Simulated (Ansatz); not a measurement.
The figure comes from a scan of ZnS (space group R3m): the cell is scaled evenly about its relaxed volume V₀. Computed with PBEsol (plane waves to 420 eV, PAW, scalar-relativistic; Ansatz, an electronic-structure program). k mesh 10×10×10 (Γ-centred), Fermi-Dirac smearing 0.05 eV. Energies are smeared free energies. This is one of several known forms of ZnS; the measured ambient cells at hand have space group No. 186 or 216. ZnS was relaxed with its symmetry unable to fall. The zero of ΔE is the relaxed starting cell.

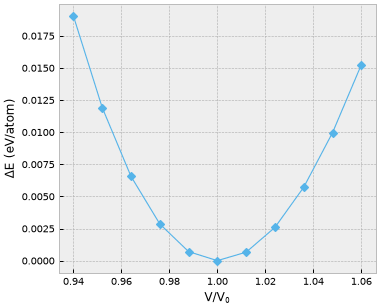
*ΔE (eV/atom) against V/V₀; markers are the computed points, lines only join them.*

Q: Read the plotted values off the figure, to the accuracy that the plot allows.

A: To the nearest 0.0005:

```json
[
 {"V/V₀": "0.940", "ΔE (eV/atom)": "0.0190"},
 {"V/V₀": "0.952", "ΔE (eV/atom)": "0.0120"},
 {"V/V₀": "0.964", "ΔE (eV/atom)": "0.0065"},
 {"V/V₀": "0.976", "ΔE (eV/atom)": "0.0030"},
 {"V/V₀": "0.988", "ΔE (eV/atom)": "0.0005"},
 {"V/V₀": "1.000", "ΔE (eV/atom)": "0.0000"},
 {"V/V₀": "1.012", "ΔE (eV/atom)": "0.0005"},
 {"V/V₀": "1.024", "ΔE (eV/atom)": "0.0025"},
 {"V/V₀": "1.036", "ΔE (eV/atom)": "0.0055"},
 {"V/V₀": "1.048", "ΔE (eV/atom)": "0.0100"},
 {"V/V₀": "1.060", "ΔE (eV/atom)": "0.0150"}
]
```

(A scan under strain: stresses follow from slopes of the energy per volume, elastic moduli from its curvatures.)
